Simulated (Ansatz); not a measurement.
## Run report: CH5NOS, geometry relaxation

System: CH5NOS.
Method: RKS PBE0-D4/cc-pVDZ (Ansatz 0.2.0).

It belongs to a series of runs on one base structure; here: end point A relaxed. Figures and captions count atoms from 1; the log counts them from 0 in places.

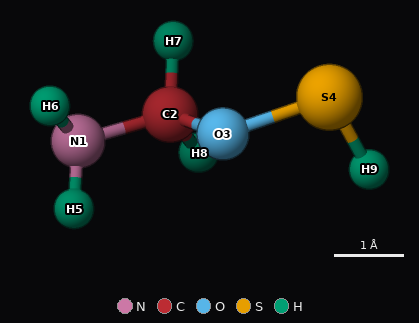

Figure 1. The starting structure (ball-and-stick view, seen at a tilt; atoms are numbered from 1 in the order of the input). Bond lengths as drawn: C–H 1.10 Å, C–N 1.42 Å, C–O 1.44 Å, H–N 1.01 Å, H–S 1.35 Å and O–S 1.65 Å.

### Input file
```yaml
crystal:
  periodic: [false, false, false]
  atoms:
    - { symbol: "N", position_ang: [-0.16204, 1.56155, -0.2248] }
    - { symbol: C, position_ang: [0.34979, 0.2401, -0.26296] }
    - { symbol: O, position_ang: [-0.35637, -0.58067, 0.68197] }
    - { symbol: S, position_ang: [0.19815, -2.11477, 0.92036] }
    - { symbol: H, position_ang: [-1.15194, 1.5732, -0.44332] }
    - { symbol: H, position_ang: [-0.03287, 1.97367, 0.69219] }
    - { symbol: H, position_ang: [1.418, 0.24718, -0.0152] }
    - { symbol: H, position_ang: [0.21635, -0.17748, -1.27047] }
    - { symbol: H, position_ang: [-0.47908, -2.72279, -0.07777] }
basis:
  gaussian: { orbitals: cc-pVDZ }
hamiltonian:
  xc: pbe0
  dispersion: d4
relax:
  f_tol: 0.02
  max_steps: 50
```

Hardware: 2 threads of Intel Xeon (Granite Rapids), 16 GiB of memory available, shared host.

Launch command:
```bash
ansatz run input.yaml --threads 2 --pin off --max-ram 3072MiB --backend cpu --events-out ev --progress --plain --runs-dir out
```

### The program's output
```
The last accepted step is kept in [file] (removed where the run ends without a failure and the disk answers)
Engine: ansatz 0.2.0, x86_64-unknown-linux-gnu
Functional definition: PBE0
  parameter a = 0.25
  parameter kappa = 0.804
  parameter beta = 0.06672455060314922
  exchange = (1 - a)*pbe_x(kappa = kappa, mu = beta*pi^2/3) + a*exact_x
  correlation = pbe_c(beta = beta)
923 factors; integrals over basis functions are off by at most 3.8e-4 eV
mean field evaluation 1: about -15476.5557 eV, gradient 4.7e1 eV
mean field evaluation 2: about -15472.3532 eV, gradient 6.4e1 eV
mean field evaluation 4: about -15481.0083 eV, gradient 3.5e0 eV
mean field evaluation 8: about -15481.0741 eV, gradient 7.5e-2 eV
mean field -15481.07407769 eV, -568.9189789061 hartree, gradient 3.2e-5 eV, S^2 0.000000; 0 other end points of the search recorded, 0 dependent functions left out
the calculation of the forces begins
reference -15481.07410115 eV, -568.9189797684 hartree; 21, 21 occupied and 64, 64 virtual orbitals, 923 factors
relax step   1: F+E_penalty+E_count = -15481.19613452 eV  Δ(F+E_penalty+E_count) = +0.000e0 eV  max|allowed force component| = 9.564e-1 eV/Å  Δτ_max = 0.0000 Å  (25 SCF iters, accepted)
these checks for a lower state are left out or cut short: starts, cluster_reference, orbital_swaps, neighbouring_geometries, increment
923 factors; integrals over basis functions are off by at most 3.9e-4 eV
mean field evaluation 16: about -15481.0403 eV, gradient 1.9e0 eV
mean field -15481.10023526 eV, -568.9199401793 hartree, gradient 2.6e-5 eV, S^2 0.000000; 0 other end points of the search recorded, 0 dependent functions left out
the calculation of the forces begins
reference -15481.10025871 eV, -568.9199410408 hartree; 21, 21 occupied and 64, 64 virtual orbitals, 923 factors
relax step   2: F+E_penalty+E_count = -15481.22238574 eV  Δ(F+E_penalty+E_count) = -2.625e-2 eV  max|allowed force component| = 5.590e-1 eV/Å  Δτ_max = 0.0458 Å  (30 SCF iters, accepted)
these checks for a lower state are left out or cut short: starts, cluster_reference, orbital_swaps, neighbouring_geometries, increment
923 factors; integrals over basis functions are off by at most 4.0e-4 eV
mean field -15481.11195182 eV, -568.9203707550 hartree, gradient 9.4e-6 eV, S^2 0.000000; 0 other end points of the search recorded, 0 dependent functions left out
the calculation of the forces begins
reference -15481.11197524 eV, -568.9203716154 hartree; 21, 21 occupied and 64, 64 virtual orbitals, 923 factors
relax step   3: F+E_penalty+E_count = -15481.23418500 eV  Δ(F+E_penalty+E_count) = -1.180e-2 eV  max|allowed force component| = 6.590e-2 eV/Å  Δτ_max = 0.0651 Å  (30 SCF iters, accepted)
these checks for a lower state are left out or cut short: starts, cluster_reference, orbital_swaps, neighbouring_geometries, increment
923 factors; integrals over basis functions are off by at most 3.9e-4 eV
mean field evaluation 32: about -15481.1123 eV, gradient 5.0e-4 eV
mean field -15481.11228548 eV, -568.9203830167 hartree, gradient 2.2e-5 eV, S^2 0.000000; 0 other end points of the search recorded, 0 dependent functions left out
the calculation of the forces begins
reference -15481.11230893 eV, -568.9203838784 hartree; 21, 21 occupied and 64, 64 virtual orbitals, 923 factors
relax step   4: F+E_penalty+E_count = -15481.23445328 eV  Δ(F+E_penalty+E_count) = -2.683e-4 eV  max|allowed force component| = 2.069e-2 eV/Å  Δτ_max = 0.0110 Å  (24 SCF iters, accepted)
these checks for a lower state are left out or cut short: starts, cluster_reference, orbital_swaps, neighbouring_geometries, increment
923 factors; integrals over basis functions are off by at most 3.9e-4 eV
mean field -15481.11229255 eV, -568.9203832763 hartree, gradient 1.1e-5 eV, S^2 0.000000; 0 other end points of the search recorded, 0 dependent functions left out
the calculation of the forces begins
reference -15481.11231600 eV, -568.9203841382 hartree; 21, 21 occupied and 64, 64 virtual orbitals, 923 factors
relax step   5: F+E_penalty+E_count = -15481.23447107 eV  Δ(F+E_penalty+E_count) = -1.778e-5 eV  max|allowed force component| = 7.882e-3 eV/Å  Δτ_max = 0.0021 Å  (24 SCF iters, accepted)
```

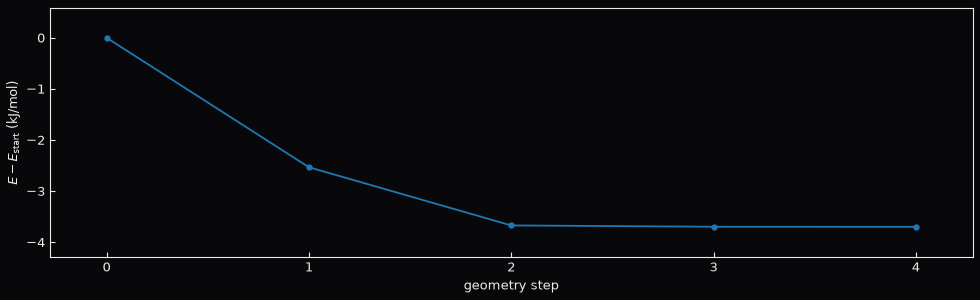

Figure 2. Progress of the relaxation, step by step (the first geometry is step 0 here and step 1 in the log).

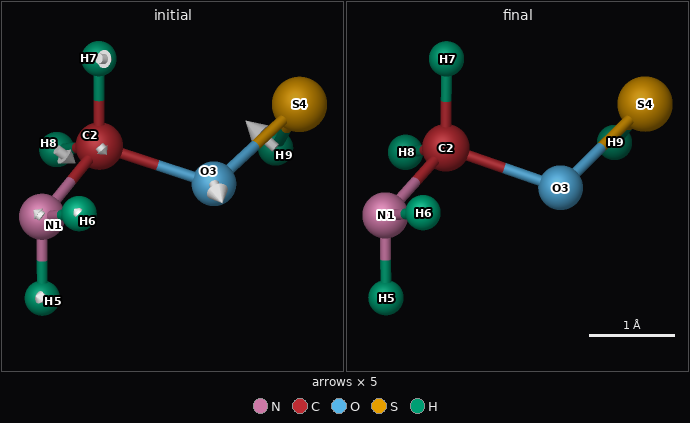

Figure 3. Before (left) and after (right) the relaxation, at one scale (ball-and-stick view, seen at a tilt). The white arrows give the displacements, magnified 5 times. The atom that moves furthest after the best rigid fit is H9 (0.098 Å). Largest moves by element: H 0.098 Å, O 0.068 Å, C 0.027 Å, N 0.026 Å, S 0.013 Å. Distances before and after: O3–S4 1.649 → 1.688 Å, S4–H9 1.351 → 1.365 Å, C2–H7 1.097 → 1.103 Å, C2–H8 1.099 → 1.105 Å. Among the angles that change: C2–O3–S4 117.5° → 114.0°. Over 4 geometry steps the energy falls by 3.70 kJ/mol. The largest force component goes from 0.96 to 0.0079 eV/Å. (Atoms are counted from 1 in the order of the input.)

```
923 factors; integrals over basis functions are off by at most 3.9e-4 eV
mean field -15481.11229255 eV, -568.9203832763 hartree, gradient 1.1e-5 eV, S^2 0.000000; 1 other end points of the search recorded, 0 dependent functions left out
the calculation of the forces begins
reference -15481.11231600 eV, -568.9203841382 hartree; 21, 21 occupied and 64, 64 virtual orbitals, 923 factors
Total energy: -15481.23449452 eV, -568.9248741161 hartree
Atom 0 at    -0.143153     1.567738    -0.241959 Å, force     0.001320     0.007882    -0.004298 eV/Å
Atom 1 at     0.326181     0.233788    -0.250501 Å, force    -0.003061    -0.005870     0.006173 eV/Å
Atom 2 at    -0.396174    -0.547117     0.724878 Å, force     0.003487     0.001760    -0.002199 eV/Å
Atom 3 at     0.203081    -2.111656     0.932326 Å, force    -0.001171     0.000918    -0.000363 eV/Å
Atom 4 at    -1.141550     1.593007    -0.445963 Å, force    -0.000436    -0.000778     0.001116 eV/Å
Atom 5 at    -0.019601     1.978150     0.683041 Å, force    -0.001142    -0.001935     0.000841 eV/Å
Atom 6 at     1.403291     0.201509    -0.013877 Å, force     0.000472    -0.000197    -0.000810 eV/Å
Atom 7 at     0.172490    -0.212252    -1.250076 Å, force     0.000122     0.000196    -0.000178 eV/Å
Atom 8 at    -0.404574    -2.703177    -0.137868 Å, force     0.000408    -0.001977    -0.000281 eV/Å
Dipole moment:    -0.062878     0.025436    -0.176178 e Å
```

### Trajectory as extended XYZ (Å, eV, eV/Å), 5 frames, from step=1 to step=5
```
9
Properties=species:S:1:pos:R:3:forces:R:3 step=1 energy=-15481.19614
N    -0.1620    1.5615   -0.2248    0.3276  -0.1908  -0.2715
C     0.3498    0.2401   -0.2630   -0.1487   0.2826   0.0240
O    -0.3564   -0.5807    0.6820   -0.5770   0.9564   0.1797
S     0.1981   -2.1148    0.9204    0.5687  -0.6833   0.2762
H    -1.1519    1.5732   -0.4433   -0.2038  -0.0014   0.0248
H    -0.0329    1.9737    0.6922   -0.0465   0.0489   0.2097
H     1.4180    0.2472   -0.0152    0.2241  -0.0611   0.0323
H     0.2163   -0.1775   -1.2705    0.0045  -0.1140  -0.1796
H    -0.4791   -2.7228   -0.0778   -0.1489  -0.2372  -0.2955
9
Properties=species:S:1:pos:R:3:forces:R:3 step=2 energy=-15481.22239
N    -0.1537    1.5650   -0.2326    0.1388  -0.0705  -0.1323
C     0.3386    0.2385   -0.2562   -0.0012   0.1147  -0.0151
O    -0.3721   -0.5638    0.7060   -0.3585   0.5590   0.0550
S     0.1969   -2.1103    0.9242    0.3284  -0.4938   0.1371
H    -1.1482    1.5825   -0.4453   -0.0726   0.0026   0.0295
H    -0.0263    1.9779    0.6881   -0.0351   0.0104   0.0781
H     1.4135    0.2278   -0.0152    0.0582  -0.0344   0.0057
H     0.1961   -0.1957   -1.2605   -0.0025  -0.0390  -0.0457
H    -0.4450   -2.7219   -0.1085   -0.0556  -0.0491  -0.1124
9
Properties=species:S:1:pos:R:3:forces:R:3 step=3 energy=-15481.23418
N    -0.1431    1.5671   -0.2435   -0.0053   0.0090  -0.0002
C     0.3246    0.2333   -0.2478    0.0215  -0.0536   0.0065
O    -0.3952   -0.5467    0.7317   -0.0069   0.0562  -0.0218
S     0.2012   -2.1109    0.9334   -0.0189  -0.0659  -0.0527
H    -1.1416    1.5931   -0.4467   -0.0026  -0.0014  -0.0005
H    -0.0181    1.9809    0.6796    0.0021   0.0029   0.0062
H     1.4028    0.1987   -0.0140   -0.0165   0.0115   0.0003
H     0.1688   -0.2183   -1.2448   -0.0043   0.0142   0.0013
H    -0.3993   -2.6972   -0.1478    0.0308   0.0272   0.0609
9
Properties=species:S:1:pos:R:3:forces:R:3 step=4 energy=-15481.23445
N    -0.1433    1.5676   -0.2422    0.0015   0.0138  -0.0035
C     0.3262    0.2340   -0.2500   -0.0042  -0.0207   0.0084
O    -0.3955   -0.5470    0.7263   -0.0004   0.0022  -0.0076
S     0.2018   -2.1124    0.9325    0.0045   0.0020   0.0009
H    -1.1417    1.5930   -0.4460   -0.0021  -0.0009   0.0019
H    -0.0189    1.9793    0.6820   -0.0020  -0.0016   0.0020
H     1.4033    0.2018   -0.0138    0.0024  -0.0002  -0.0015
H     0.1716   -0.2129   -1.2490    0.0023   0.0006  -0.0015
H    -0.4034   -2.7035   -0.1396   -0.0018   0.0048   0.0010
9
Properties=species:S:1:pos:R:3:forces:R:3 step=5 energy=-15481.23447
N    -0.1432    1.5677   -0.2420    0.0013   0.0079  -0.0043
C     0.3262    0.2338   -0.2505   -0.0031  -0.0059   0.0062
O    -0.3962   -0.5471    0.7249    0.0035   0.0018  -0.0022
S     0.2031   -2.1117    0.9323   -0.0012   0.0009  -0.0004
H    -1.1416    1.5930   -0.4460   -0.0004  -0.0008   0.0011
H    -0.0196    1.9782    0.6830   -0.0011  -0.0019   0.0008
H     1.4033    0.2015   -0.0139    0.0005  -0.0002  -0.0008
H     0.1725   -0.2123   -1.2501    0.0001   0.0002  -0.0002
H    -0.4046   -2.7032   -0.1379    0.0004  -0.0020  -0.0003
```

### Results in brief

- outcome: converged
- total energy: −15481.2345 eV
- mean-field energy: −15481.1123 eV
- largest force (length of the vector) at the end: 0.009 eV/Å
- wall time: 7.1 s (CPU time 13 s)
- peak memory: 0.17 GiB
